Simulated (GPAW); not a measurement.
# Ballistic transport through an In chain with an O atom bridging one bond, cheap and dear, part 2 of 2

How well does an In chain with an O atom bridging one bond conduct at low bias, and how far do basis and functional move the answer?

GPAW 26.7.0; GPAW LCAO, PAW setups; Landauer transmission from Green's functions with principal layers (ASE), zero bias.

So far, transmission at the Fermi level (one spin): step 2 (GPAW, dzp, PBE, GPAW) 0.618; step 3 (basis szp(dzp), PBE, GPAW) 0.477; step 4 (basis sz(dzp), PBE, GPAW) 0.506; step 5 (revPBE) 0.606.

### 7. Comparison

The curves are compared point by point over the common energies.

This step: comparison of transmission and cost over codes and levels (GPAW 26.7.0).

Ladder, by row:

| step | code | T at the Fermi level (sum over the listed spins) | conductance (G0) | r.m.s. T(E) from the first | wall time (s) | peak memory (GiB) | threads |
| --- | --- | --- | --- | --- | --- | --- | --- |
| dzp | GPAW | 0.6183 | 0.617 | 0 | 120.8 | 1.49 | 1 |
| szp | GPAW | 0.4768 | 0.475 | 0.1096 | 92.27 | 1.46 | 1 |
| sz | GPAW | 0.5059 | 0.5033 | 0.1342 | 66.62 | 1.33 | 1 |
| dzp-revPBE | GPAW | 0.6057 | 0.6045 | 0.00672 | 119.4 | 1.49 | 1 |

The transmission, zone mean, sum over the listed spins by energy, zero at the Fermi level:

| energy (eV) | dzp | szp | sz | dzp-revPBE |
| --- | --- | --- | --- | --- |
| -3.000 | 0.0624 | 0.0149 | 0.0156 | 0.0633 |
| -2.475 | 0.0872 | 0.0219 | 0.0259 | 0.0881 |
| -2.025 | 0.0736 | 3.4e-8 | 0.0292 | 0.0865 |
| -1.500 | 7.1e-9 | 1.3e-9 | 1.5e-8 | 8.2e-9 |
| -0.975 | 0.0607 | 0.0178 | 0.0168 | 0.0635 |
| -0.525 | 0.158 | 0.0553 | 0.0438 | 0.160 |
| 0.000 | 0.618 | 0.477 | 0.506 | 0.606 |
| 0.525 | 0.701 | 0.598 | 0.611 | 0.689 |
| 0.975 | 0.852 | 0.785 | 0.787 | 0.844 |
| 1.500 | 1.04 | 0.971 | 0.948 | 1.04 |
| 2.025 | 1.35 | 1.20 | 1.17 | 1.34 |
| 2.475 | 1.60 | 1.41 | 1.35 | 1.59 |
| 3.000 | 1.69 | 1.49 | 1.38 | 1.69 |

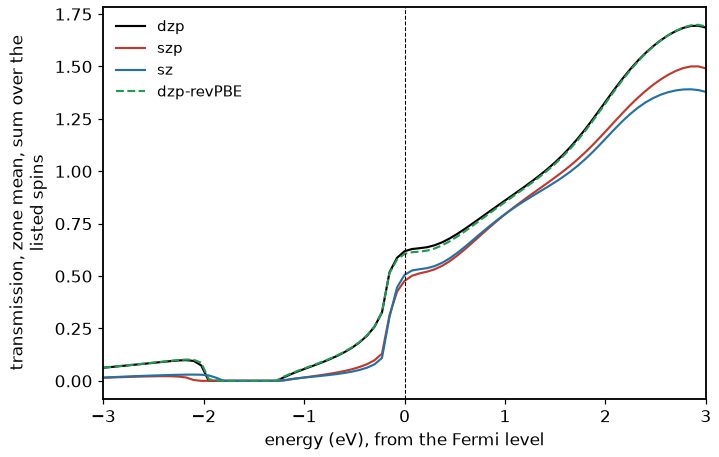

Transmission, zone mean, sum over the listed spins against energy.

### 8. Potential alignment off, density threshold 0.01, mixing 0.25

Without the shift, lead and junction are matched by their Fermi levels alone. The Hamiltonian is taken from the last density. The density threshold is one of the tests that end the cycle; the energy must settle too, so a loose value may not be the test that decides. Mixing changes the road to self-consistency, not its end. The mixing history changes the road to self-consistency, not its end.

This step: GPAW LCAO, PAW setups; Landauer transmission from Green's functions with principal layers (ASE), zero bias (GPAW 26.7.0).

run.py

```python
import json
import numpy as np
from ase import Atoms
from ase.transport.calculators import TransportCalculator
from gpaw import GPAW, FermiDirac
from gpaw.lcao.tools import get_lcao_hamiltonian
from scipy.linalg import eigh

# The junction with lead layers at both ends, along the third cell vector
device = Atoms(
    ['In', 'In', 'In', 'In', 'In', 'O', 'In', 'In', 'In', 'In', 'In'],
    positions=[
        [4.50000, 4.50000, 1.47500],
        [4.50000, 4.50000, 4.42500],
        [4.50000, 4.50000, 7.37500],
        [4.50000, 4.50000, 10.32500],
        [4.50000, 4.50000, 13.27500],
        [5.62513, 4.50000, 14.85000],
        [4.50000, 4.50000, 16.42500],
        [4.50000, 4.50000, 19.37500],
        [4.50000, 4.50000, 22.32500],
        [4.50000, 4.50000, 25.27500],
        [4.50000, 4.50000, 28.22500]],
    cell=[[9.0, 0.0, 0.0], [0.0, 9.0, 0.0], [0.0, 0.0, 29.7]],
    pbc=True)

# One principal layer of the lead: the first 3 atoms of the device
lead = Atoms(
    ['In', 'In', 'In'],
    positions=[
        [4.50000, 4.50000, 1.47500],
        [4.50000, 4.50000, 4.42500],
        [4.50000, 4.50000, 7.37500]],
    cell=[[9.0, 0.0, 0.0], [0.0, 9.0, 0.0], [0.0, 0.0, 8.85]],
    pbc=True)

settings = dict(mode='lcao', basis='dzp', xc='PBE', h=0.18,
                occupations=FermiDirac(0.1), maxiter=250,
                mixer=dict(beta=0.25, nmaxold=12, weight=100.0),
                convergence=dict(density=0.01))
energies = np.arange(-3, 3 + 1e-9, 0.075)
eta = 0.0001
n1, n2 = 1, 1
# k and -k transmit alike, so half of the mesh across the current serves
mesh = [(i, j) for i in range(n1) for j in range(n2) if (i, j) <= (-i % n1, -j % n2)]
weights = np.array([1 if (i, j) == (-i % n1, -j % n2) else 2 for i, j in mesh]) / (n1 * n2)

# [... helper functions left out ...]
fermi_lead = ground_state(lead, (1, 1, 13), 'lead.txt')
fermi_device = ground_state(device, (1, 1, 3), 'device.txt')
# [... loop over the mesh left out, but for ...]
        # Lead and device are aligned by their Fermi levels alone
        shift = 0.0
# [...]
kT = 8.617333e-5 * 77
bias = [0.1, 0.2, 0.5, 1.0, 1.5, 2.0]
# [... integrals and printing left out ...]
```

Started as:

```bash
$ OMP_NUM_THREADS=1 OPENBLAS_NUM_THREADS=1 python run.py
```

The log of the run:

```text
basis functions: device 243, principal layer 69
Fermi level: lead -2.1999 eV, device -2.1370 eV; lead shifted by 0.0000 eV
largest coupling past the next layer 1.88e-06 eV, largest misfit of the first layer 0.078 eV
  E-E_F (eV)   T (one spin)  [channel counts left out]
    -3.000    5.8968e-02
    -2.925    6.2242e-02
    -2.850    6.5473e-02
    -2.775    6.8677e-02
    -2.700    7.1871e-02
    -2.625    7.5070e-02
    -2.550    7.8282e-02
    -2.475    8.1497e-02
    -2.400    8.4658e-02
    -2.325    8.7607e-02
    -2.250    8.9918e-02
    -2.175    9.0457e-02
    -2.100    8.5855e-02
    -2.025    6.3794e-02
    -1.950    6.0882e-07
    -1.875    2.0923e-04
[...]
2.475    1.5743e+00
     2.550    1.6058e+00
     2.625    1.6345e+00
     2.700    1.6599e+00
     2.775    1.6810e+00
     2.850    1.6964e+00
     2.925    1.7036e+00
     3.000    1.6988e+00
conductance at 77 K: 0.59059 G0 a cell; thermopower -2.109 uV/K
current from the zero-bias T(E) at 0.1 V: 4.5563 uA
current from the zero-bias T(E) at 0.2 V: 9.0513 uA
current from the zero-bias T(E) at 0.5 V: 21.25 uA
current from the zero-bias T(E) at 1.0 V: 38.118 uA
current from the zero-bias T(E) at 1.5 V: 54.445 uA
current from the zero-bias T(E) at 2.0 V: 71.515 uA
```

Elapsed: 82 s, on 1 thread of Arm Neoverse N1, shared host; peak memory 1.6 GiB.

The run finished with changed settings (align = false, conv = 0.01, beta = 0.25 and nmaxold = 12); it serves as a test.

Side by side:

| quantity | this run | sound run | difference |
| --- | --- | --- | --- |
| conductance (G₀) | 0.59059 | 0.61703 | -0.0264 |
| largest coupling past the next principal layer (eV) | 1.883e-6 | 1.883e-6 | -2.3e-11 |
| largest misfit of the first principal layer (eV) | 0.078382 | 0.059262 | 0.0191 |
| shift that aligns the lead (eV) | 0 | 0.0035090 | -0.00351 |
| transmission at the Fermi level (one spin) | 0.59205 | 0.61833 | -0.0263 |

### 9. A second varied run

A last run, with other settings again.

Changes to run.py since step 8:

```diff
@@ -36,6 +36,6 @@
 
-settings = dict(mode='lcao', basis='dzp', xc='PBE', h=0.18,
-                occupations=FermiDirac(0.1), maxiter=250,
-                mixer=dict(beta=0.25, nmaxold=12, weight=100.0),
-                convergence=dict(density=0.01))
+settings = dict(mode='lcao', basis='dzp', xc='pbe96', h=0.18,
+                occupations=FermiDirac(0.1), maxiter=75,
+                mixer=dict(beta=0.1, nmaxold=8, weight=100.0),
+                convergence=dict(density=0.0001))
 energies = np.arange(-3, 3 + 1e-9, 0.075)
@@ -51,4 +51,4 @@
 # [... loop over the mesh left out, but for ...]
-        # Lead and device are aligned by their Fermi levels alone
-        shift = 0.0
+        # Shift the lead onto the potential of the device's first layer
+        shift = ((H[:, 0, 0] - H0[:, 0, 0]) / S0[0, 0]).real.mean()
 # [...]
```

The log of the run:

```text
NameError: Unknown functional: pbe96.
```

Wall time 1.2 s (1 thread); peak memory 0.1 GiB.

The input was rejected at the start.

The program's message: “NameError: Unknown functional: pbe96.”

The change that led to it: xc = "pbe96".

### 10. Results

| Property | Result |
| --- | --- |
| conductance | 0.617 G₀ |
| transmission at the Fermi level, mean of the spins | 0.618 |
| thermopower | about 0 (under 1.5 μV/K) |

What this shows: In the dzp basis the junction conducts 0.617 G₀ at 77 K, with T = 0.618 a spin at the Fermi level; no smaller basis tried comes within 10 % of that conductance. At the Fermi level the three most open eigenchannels pass 0.48, 0.11 and 0.029. Measured against the first run (dzp), the nearest curve is that of dzp-revPBE (r.m.s. 0.0067) and the farthest that of sz (0.13). Over the compared runs wall time goes from 67 s (sz) to 121 s (dzp), on a shared host. The geometry was built from estimated bond lengths and not relaxed, so the numbers describe this model structure. Spin-orbit coupling is left out, which matters for the heavy atoms here. An evenly spaced straight chain is an idealisation: free chains tend to dimerise, zigzag or, where a band edge lies near the Fermi level, turn magnetic. The currents use the zero-bias T(E) throughout, which holds only while the bias is small against the distance to the nearest feature. The energy step is wider than the thermal energy, so the conductance and thermopower rest on interpolation of T(E).

[Logs are printed without paths, hosts, clocks, repeated set-up lines and the standing remarks that a program may print on its own settings, such as how far it seeks lower states.]

[Hosts, paths, dates, database ids (printed as entryN), source tags and the programs' standing remarks are cut or masked in the printed files.]
